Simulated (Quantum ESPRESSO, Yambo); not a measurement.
# A GW chain in Yambo: ZrSe3 (P2_1/m), part 2 of 3

Wanted: ground state, empty states, screening and self-energy for ZrSe3 (P2_1/m).

Quantum ESPRESSO 7.5 and Yambo 5.3.0; PBEsol and many-body steps on it, plane waves. Known limits of the many-body steps: not at the basis limit; no spin-orbit coupling; coarse k mesh.

So far. Step 2 (Ground state): The gap is indirect, with the least direct gap 0.28 eV higher.

### 3. Bands along the symmetry lines

Level of this step: DFT, PBEsol, plane waves, norm-conserving pseudopotentials (Quantum ESPRESSO).

The cheap functional maps the bands first; the places of the edges decide which points the dearer methods must see.

The input, pw.in:

```
&control
  calculation = 'bands'
  prefix = 'x'
  outdir = 'o'
  pseudo_dir = 'pseudo'
/
&system
  ibrav = 0
  nat = 8
  ntyp = 2
  ecutwfc = 104.0
  nbnd = 90
  force_symmorphic = .true.
/
&electrons
  conv_thr = 1e-9
  electron_maxstep = 80
  diago_full_acc = .true.
  diago_thr_init = 5e-6
/
ATOMIC_SPECIES
  Zr 91.224 Zr.upf
  Se 78.971 Se.upf
CELL_PARAMETERS angstrom
  5.4109000000 -0.0000000000 0.0000000000
  -0.0000000000 3.7488000000 0.0000000000
  -1.2294209091 0.0000000000 9.3636349901
ATOMIC_POSITIONS crystal
  Zr 0.2850000000 0.2500000000 0.6560000000
  Zr 0.7150000000 0.7500000000 0.3440000000
  Se 0.7620000000 0.2500000000 0.5540000000
  Se 0.2380000000 0.7500000000 0.4460000000
  Se 0.4560000000 0.2500000000 0.1740000000
  Se 0.5440000000 0.7500000000 0.8260000000
  Se 0.8880000000 0.2500000000 0.1690000000
  Se 0.1120000000 0.7500000000 0.8310000000
K_POINTS crystal
  81
  0.00000000 0.00000000 0.00000000 1
  0.00000000 0.06250000 0.00000000 1
  0.00000000 0.12500000 0.00000000 1
  0.00000000 0.18750000 0.00000000 1
  0.00000000 0.25000000 0.00000000 1
  0.00000000 0.31250000 0.00000000 1
  0.00000000 0.37500000 0.00000000 1
  0.00000000 0.43750000 0.00000000 1
  0.00000000 0.50000000 0.00000000 1
  0.00000000 0.50000000 0.06250000 1
  0.00000000 0.50000000 0.12500000 1
  0.00000000 0.50000000 0.18750000 1
  0.00000000 0.50000000 0.25000000 1
  0.00000000 0.50000000 0.31250000 1
  0.00000000 0.50000000 0.37500000 1
  0.00000000 0.50000000 0.43750000 1
  0.00000000 0.50000000 0.50000000 1
  0.00000000 0.43750000 0.50000000 1
  0.00000000 0.37500000 0.50000000 1
  0.00000000 0.31250000 0.50000000 1
  0.00000000 0.25000000 0.50000000 1
  0.00000000 0.18750000 0.50000000 1
  0.00000000 0.12500000 0.50000000 1
  0.00000000 0.06250000 0.50000000 1
  0.00000000 0.00000000 0.50000000 1
  0.00000000 0.00000000 0.43750000 1
  0.00000000 0.00000000 0.37500000 1
  0.00000000 0.00000000 0.31250000 1
  0.00000000 0.00000000 0.25000000 1
  0.00000000 0.00000000 0.18750000 1
  0.00000000 0.00000000 0.12500000 1
  0.00000000 0.00000000 0.06250000 1
  0.00000000 0.00000000 0.00000000 1
  -0.06250000 0.00000000 0.06250000 1
  -0.12500000 0.00000000 0.12500000 1
  -0.18750000 0.00000000 0.18750000 1
  -0.25000000 0.00000000 0.25000000 1
  -0.31250000 0.00000000 0.31250000 1
  -0.37500000 0.00000000 0.37500000 1
  -0.43750000 0.00000000 0.43750000 1
  -0.50000000 0.00000000 0.50000000 1
  -0.50000000 0.06250000 0.50000000 1
  -0.50000000 0.12500000 0.50000000 1
  -0.50000000 0.18750000 0.50000000 1
  -0.50000000 0.25000000 0.50000000 1
  -0.50000000 0.31250000 0.50000000 1
  -0.50000000 0.37500000 0.50000000 1
  -0.50000000 0.43750000 0.50000000 1
  -0.50000000 0.50000000 0.50000000 1
  -0.43750000 0.50000000 0.43750000 1
  -0.37500000 0.50000000 0.37500000 1
  -0.31250000 0.50000000 0.31250000 1
  -0.25000000 0.50000000 0.25000000 1
  -0.18750000 0.50000000 0.18750000 1
  -0.12500000 0.50000000 0.12500000 1
  -0.06250000 0.50000000 0.06250000 1
  0.00000000 0.50000000 0.00000000 1
  -0.06250000 0.50000000 0.00000000 1
  -0.12500000 0.50000000 0.00000000 1
  -0.18750000 0.50000000 0.00000000 1
  -0.25000000 0.50000000 0.00000000 1
  -0.31250000 0.50000000 0.00000000 1
  -0.37500000 0.50000000 0.00000000 1
  -0.43750000 0.50000000 0.00000000 1
  -0.50000000 0.50000000 0.00000000 1
  -0.50000000 0.43750000 0.00000000 1
  -0.50000000 0.37500000 0.00000000 1
  -0.50000000 0.31250000 0.00000000 1
  -0.50000000 0.25000000 0.00000000 1
  -0.50000000 0.18750000 0.00000000 1
  -0.50000000 0.12500000 0.00000000 1
  -0.50000000 0.06250000 0.00000000 1
  -0.50000000 0.00000000 0.00000000 1
  -0.43750000 0.00000000 0.00000000 1
  -0.37500000 0.00000000 0.00000000 1
  -0.31250000 0.00000000 0.00000000 1
  -0.25000000 0.00000000 0.00000000 1
  -0.18750000 0.00000000 0.00000000 1
  -0.12500000 0.00000000 0.00000000 1
  -0.06250000 0.00000000 0.00000000 1
  0.00000000 0.00000000 0.00000000 1
```

On the command line:

```
$ OMP_NUM_THREADS=1 mpirun -n 8 pw.x -nk 8 -in pw.in > pw.out
```

Log:

```text
[banner, memory and clock lines left out]
Program PWSCF v.7.5 starts

     Atomic positions and unit cell read from directory:
     o/x.save/

     Message from routine setup:
     using ibrav=0 with symmetry is DISCOURAGED, use correct ibrav instead

     G-vector sticks info

     bravais-lattice index     =            0
     lattice parameter (alat)  =      10.2251  a.u.
     unit-cell volume          =    1281.7486 (a.u.)^3
     number of atoms/cell      =            8
     number of atomic types    =            2
     number of electrons       =       168.00
     number of Kohn-Sham states=           90
     kinetic-energy cutoff     =     104.0000  Ry
     charge density cutoff     =     416.0000  Ry
     Exchange-correlation= PBESOL
                           (   1   4  10   8   0   0   0)

     celldm(1)=  10.225119  celldm(2)=   0.000000  celldm(3)=   0.000000
     celldm(4)=   0.000000  celldm(5)=   0.000000  celldm(6)=   0.000000

     crystal axes: (cart. coord. in units of alat)
               a(1) = (   1.000000  -0.000000   0.000000 )
               a(2) = (  -0.000000   0.692824   0.000000 )
               a(3) = (  -0.227212   0.000000   1.730513 )

     reciprocal axes: (cart. coord. in units 2 pi/alat)
               b(1) = (  1.000000  0.000000  0.131297 )
               b(2) = (  0.000000  1.443369  0.000000 )
               b(3) = ( -0.000000 -0.000000  0.577863 )
     Pseudo is Norm-conserving + core correction, Zval = 12.0
     Generated using ONCVPSP code by D. R. Hamann
     Using radial grid of 1604 points,  6 beta functions with:
     Pseudo is Norm-conserving + core correction, Zval = 24.0
     Generated using ONCVPSP code by D. R. Hamann
     Using radial grid of 1198 points,  6 beta functions with:
     Zr               12.00    91.22400     Zr( 1.00)
     Se               24.00    78.97100     Se( 1.00)

      2 Sym. Ops., with inversion, found

   Cartesian axes

     site n.     atom                  positions (alat units)
         1        Zr     tau(   1) = (   0.1359490   0.1732059   1.1352168  )
         2        Zr     tau(   2) = (   0.6368391   0.5196178   0.5952966  )
         3        Se     tau(   3) = (   0.6361246   0.1732059   0.9587044  )
         4        Se     tau(   4) = (   0.1366635   0.5196178   0.7718090  )
         5        Se     tau(   5) = (   0.4164651   0.1732059   0.3011093  )
         6        Se     tau(   6) = (   0.3563230   0.5196178   1.4294041  )
         7        Se     tau(   7) = (   0.8496012   0.1732059   0.2924568  )
         8        Se     tau(   8) = (  -0.0768131   0.5196178   1.4380566  )

     number of k points=    81
                       cart. coord. in units 2pi/alat
        k(    1) = (   0.0000000   0.0000000   0.0000000), wk =   0.0246914
        k(    2) = (   0.0000000   0.0902105   0.0000000), wk =   0.0246914
        k(    3) = (   0.0000000   0.1804211   0.0000000), wk =   0.0246914
[...]
[... 69 further rows ...]
        k(   80) = (  -0.0625000   0.0000000  -0.0082061), wk =   0.0246914
        k(   81) = (   0.0000000   0.0000000   0.0000000), wk =   0.0246914

     Dense  grid:   183623 G-vectors     FFT dimensions: (  72,  45, 120)

     The potential is recalculated from file :
     o/x.save/charge-density

     Starting wfcs are   98 randomized atomic wfcs

     Band Structure Calculation

     End of band structure calculation

          k = 0.0000 0.0000 0.0000 ( 22959 PWs)   bands (ev):

  -197.1565-197.1565-197.1419-197.1419-196.3597-196.3597-136.9919-136.9919
  -136.9784-136.9784-136.7591-136.7591-136.7526-136.7526-136.7431-136.7431
  -136.7368-136.7368-136.0462-136.0461-136.0393-136.0393-136.0250-136.0249
   -38.4723 -38.4717 -37.4172 -37.4172 -37.3245 -37.3245 -37.3117 -37.3117
   -37.3064 -37.3063 -37.2790 -37.2790 -37.2707 -37.2706 -37.0860 -37.0858
   -37.0826 -37.0826 -37.0678 -37.0678 -37.0648 -37.0648 -36.4466 -36.4452
[...]
13.5625  13.6668

          k = 0.0000 0.0902 0.0000 ( 22949 PWs)   bands (ev):

[...]
13.5676  13.6584

          k = 0.0000 0.1804 0.0000 ( 22983 PWs)   bands (ev):

[...]
13.5279  13.6495

[...]
k =-0.0625 0.0000 0.0279 ( 22952 PWs)   bands (ev):

[...]
k =-0.1250 0.0000 0.0558 ( 22986 PWs)   bands (ev):

[...]
k =-0.1875 0.0000 0.0837 ( 23002 PWs)   bands (ev):

[...]
k =-0.1250 0.7217 0.0558 ( 22902 PWs)   bands (ev):

[...]
k =-0.0625 0.7217 0.0279 ( 22916 PWs)   bands (ev):

[...]
k = 0.0000 0.7217 0.0000 ( 22922 PWs)   bands (ev):

[...]
k =-0.0625 0.7217-0.0082 ( 22904 PWs)   bands (ev):

[...]
k =-0.1250 0.7217-0.0164 ( 22924 PWs)   bands (ev):

[...]
k =-0.1875 0.7217-0.0246 ( 22926 PWs)   bands (ev):

[...]
k =-0.1250 0.0000-0.0164 ( 22996 PWs)   bands (ev):

[...]
k =-0.0625 0.0000-0.0082 ( 22960 PWs)   bands (ev):

[...]
13.5660  13.8191

          k = 0.0000 0.0000 0.0000 ( 22959 PWs)   bands (ev):

[...]
-136.9784-136.9784-136.7591-136.7591-136.7526-136.7526-136.7431-136.7431
  -136.7368-136.7368-136.0462-136.0461-136.0393-136.0393-136.0250-136.0249
[...]
6.1656   7.3504   7.5153   7.9998   8.5120   9.4022   9.6623   9.8077
     9.8205   9.9269  10.3966  10.5070  11.1681  11.5509  13.1795  13.3778
    13.5625  13.6668

     XML data file, pseudopotentials, collected wavefunctions
```

Run time: 90 s. Hardware: 8 MPI ranks of Intel Xeon 6975P-C (Granite Rapids), shared host; peak memory 2.6 GiB; 12 min of CPU time.

Numbers from this step:

```
gap                        : 0.3146 eV
k of the valence top       : -0.125, 0, 0
k of the conduction bottom : -0.5, 0.125, 0
least direct gap           : 0.5952 eV
```

The gap is 0.315 eV, −0.007 eV from the run before at this level.

Electronic bands along the path, in eV, zero at the top of the highest filled band:

```
point  band 81  band 82  band 83  band 84  band 85  band 86  band 87  band 88
    Γ    -0.69    -0.58    -0.11     0.00     0.66     1.04     2.67     2.87
    Z    -1.70    -1.70    -1.16    -1.16     2.41     2.41     2.82     2.82
    D    -1.91    -1.91    -1.15    -1.15     2.44     2.44     2.82     2.82
    B    -0.69    -0.60    -0.14    -0.10     0.50     1.20     2.68     2.84
    Γ    -0.69    -0.58    -0.11     0.00     0.66     1.04     2.67     2.87
    A    -1.47    -0.89    -0.45    -0.42     0.34     0.56     1.16     1.26
    E    -1.67    -1.67    -1.42    -1.42     0.58     0.58     2.54     2.54
    Z    -1.70    -1.70    -1.16    -1.16     2.41     2.41     2.82     2.82
   C2    -1.83    -1.83    -1.33    -1.33     0.57     0.57     2.44     2.44
   Y2    -0.97    -0.56    -0.38    -0.30     0.33     0.67     1.14     1.23
    Γ    -0.69    -0.58    -0.11     0.00     0.66     1.04     2.67     2.87
```

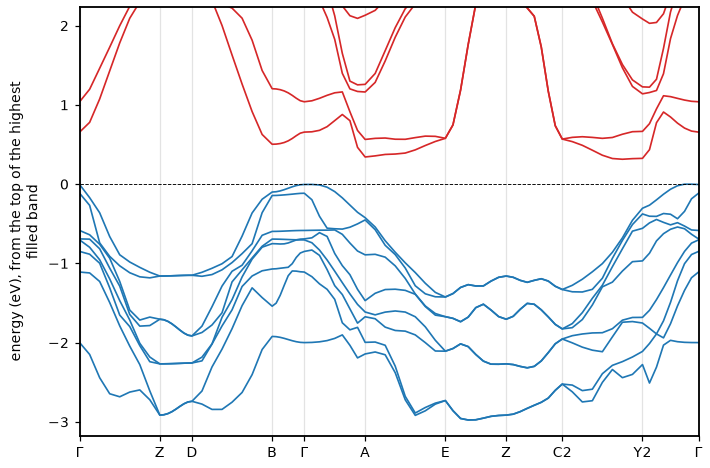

Electronic bands along the path; lines of filled and empty bands in two colours.

### 4. Empty states on the mesh, 2×4×2 mesh, 236 bands

The sums over transitions need many empty states on a uniform mesh; this step solves for them.

The input, pw.in:

```
&control
  calculation = 'nscf'
  prefix = 'x'
  outdir = 'o'
  pseudo_dir = 'pseudo'
/
&system
  ibrav = 0
  nat = 8
  ntyp = 2
  ecutwfc = 104.0
  nbnd = 236
  force_symmorphic = .true.
/
&electrons
  conv_thr = 1e-9
  electron_maxstep = 80
  diago_full_acc = .true.
  diago_thr_init = 5e-6
/
ATOMIC_SPECIES
  Zr 91.224 Zr.upf
  Se 78.971 Se.upf
CELL_PARAMETERS angstrom
  5.4109000000 -0.0000000000 0.0000000000
  -0.0000000000 3.7488000000 0.0000000000
  -1.2294209091 0.0000000000 9.3636349901
ATOMIC_POSITIONS crystal
  Zr 0.2850000000 0.2500000000 0.6560000000
  Zr 0.7150000000 0.7500000000 0.3440000000
  Se 0.7620000000 0.2500000000 0.5540000000
  Se 0.2380000000 0.7500000000 0.4460000000
  Se 0.4560000000 0.2500000000 0.1740000000
  Se 0.5440000000 0.7500000000 0.8260000000
  Se 0.8880000000 0.2500000000 0.1690000000
  Se 0.1120000000 0.7500000000 0.8310000000
K_POINTS automatic
  2 4 2 0 0 0
```

On the command line:

```
$ OMP_NUM_THREADS=1 mpirun -n 8 pw.x -nk 4 -in pw.in > pw.out
```

Log:

```text
[banner, memory and clock lines left out]
Program PWSCF v.7.5 starts

     Atomic positions and unit cell read from directory:
     o/x.save/

     Message from routine setup:
     using ibrav=0 with symmetry is DISCOURAGED, use correct ibrav instead

     bravais-lattice index     =            0
     lattice parameter (alat)  =      10.2251  a.u.
     unit-cell volume          =    1281.7486 (a.u.)^3
     number of atoms/cell      =            8
     number of atomic types    =            2
     number of electrons       =       168.00
     number of Kohn-Sham states=          236
     kinetic-energy cutoff     =     104.0000  Ry
     charge density cutoff     =     416.0000  Ry
     Exchange-correlation= PBESOL
                           (   1   4  10   8   0   0   0)

     celldm(1)=  10.225119  celldm(2)=   0.000000  celldm(3)=   0.000000
     celldm(4)=   0.000000  celldm(5)=   0.000000  celldm(6)=   0.000000

     crystal axes: (cart. coord. in units of alat)
               a(1) = (   1.000000  -0.000000   0.000000 )
               a(2) = (  -0.000000   0.692824   0.000000 )
               a(3) = (  -0.227212   0.000000   1.730513 )

     reciprocal axes: (cart. coord. in units 2 pi/alat)
               b(1) = (  1.000000  0.000000  0.131297 )
               b(2) = (  0.000000  1.443369  0.000000 )
               b(3) = ( -0.000000 -0.000000  0.577863 )
     Pseudo is Norm-conserving + core correction, Zval = 12.0
     Generated using ONCVPSP code by D. R. Hamann
     Using radial grid of 1604 points,  6 beta functions with:
     Pseudo is Norm-conserving + core correction, Zval = 24.0
     Generated using ONCVPSP code by D. R. Hamann
     Using radial grid of 1198 points,  6 beta functions with:
     Zr               12.00    91.22400     Zr( 1.00)
     Se               24.00    78.97100     Se( 1.00)

      2 Sym. Ops., with inversion, found

   Cartesian axes

     site n.     atom                  positions (alat units)
         1        Zr     tau(   1) = (   0.1359490   0.1732059   1.1352168  )
         2        Zr     tau(   2) = (   0.6368391   0.5196178   0.5952966  )
         3        Se     tau(   3) = (   0.6361246   0.1732059   0.9587044  )
         4        Se     tau(   4) = (   0.1366635   0.5196178   0.7718090  )
         5        Se     tau(   5) = (   0.4164651   0.1732059   0.3011093  )
         6        Se     tau(   6) = (   0.3563230   0.5196178   1.4294041  )
         7        Se     tau(   7) = (   0.8496012   0.1732059   0.2924568  )
         8        Se     tau(   8) = (  -0.0768131   0.5196178   1.4380566  )

     number of k points=    12
                       cart. coord. in units 2pi/alat
        k(    1) = (   0.0000000   0.0000000   0.0000000), wk =   0.1250000
        k(    2) = (   0.0000000   0.0000000  -0.2889316), wk =   0.1250000
        k(    3) = (   0.0000000   0.3608421   0.0000000), wk =   0.2500000
[...]
k(   11) = (  -0.5000000  -0.7216843  -0.0656487), wk =   0.1250000
        k(   12) = (  -0.5000000  -0.7216843  -0.3545803), wk =   0.1250000

     Dense  grid:   183623 G-vectors     FFT dimensions: (  72,  45, 120)

     The potential is recalculated from file :
     o/x.save/charge-density

     Starting wfcs are   98 randomized atomic wfcs +  138 random wfcs

     Band Structure Calculation

     End of band structure calculation

          k = 0.0000 0.0000 0.0000 ( 22959 PWs)   bands (ev):

  -197.1565-197.1565-197.1419-197.1419-196.3597-196.3597-136.9919-136.9919
  -136.9784-136.9784-136.7591-136.7591-136.7526-136.7526-136.7431-136.7431
  -136.7368-136.7368-136.0462-136.0461-136.0393-136.0393-136.0250-136.0249
   -38.4723 -38.4717 -37.4172 -37.4172 -37.3245 -37.3245 -37.3117 -37.3117
   -37.3064 -37.3063 -37.2790 -37.2790 -37.2707 -37.2706 -37.0860 -37.0858
   -37.0826 -37.0826 -37.0678 -37.0678 -37.0648 -37.0648 -36.4466 -36.4452
[...]
[... 18 further rows ...]
[...]
52.6819  52.9995  53.0972  53.1315

          k = 0.0000 0.0000-0.2889 ( 23008 PWs)   bands (ev):

[...]
[... 18 further rows ...]
[...]
52.7480  52.9979  53.5161  53.5340

          k = 0.0000 0.3608 0.0000 ( 22961 PWs)   bands (ev):

[...]
-136.9784-136.9784-136.7591-136.7591-136.7526-136.7526-136.7431-136.7431
  -136.7368-136.7368-136.0461-136.0461-136.0393-136.0393-136.0250-136.0250
[...]
6.3942   6.7318   7.1761   7.6777   7.8281   8.7232   8.8591   9.0417
     [... 18 further rows ...]
    50.8740  51.1668  51.2227  51.5438  51.5854  51.7372  52.4071  52.4465
    52.6174  52.9332  53.0618  53.2353

          k = 0.0000 0.3608-0.2889 ( 22962 PWs)   bands (ev):

     [... further k-points ...]

     highest occupied, lowest unoccupied level (ev):    10.5070   10.8367

     XML data file, pseudopotentials, collected wavefunctions
```

Run time: 69 s. Hardware: 8 MPI ranks; peak memory 2.5 GiB; 9.1 min of CPU time.

This step gave:

| Property | Result |
| --- | --- |
| gap | 0.3297 eV |
| k of the valence top | 0, 0, 0 |
| k of the conduction bottom | -0.5, 0, 0 |
| least direct gap | 0.6027 eV |
| k points computed | 12 |
| lowest point of the top converged band, above the valence top | 41.98 eV |

On this mesh the gap is 0.330 eV.

[end of part 2 of 3]

[Paths, hosts, dates, memory and timing lines, banners, echoed tables and standing remarks are left out of the program output.]

[Logs are printed without paths, hosts, clocks, repeated set-up lines and the standing remarks that a program may print on its own settings, such as how far it seeks lower states.]

[Runs of the session that timed out or met a known fault of the program may be left out.]

[Hosts, paths, dates, database ids (printed as entryN), source tags and the programs' standing remarks are cut or masked in the printed files.]
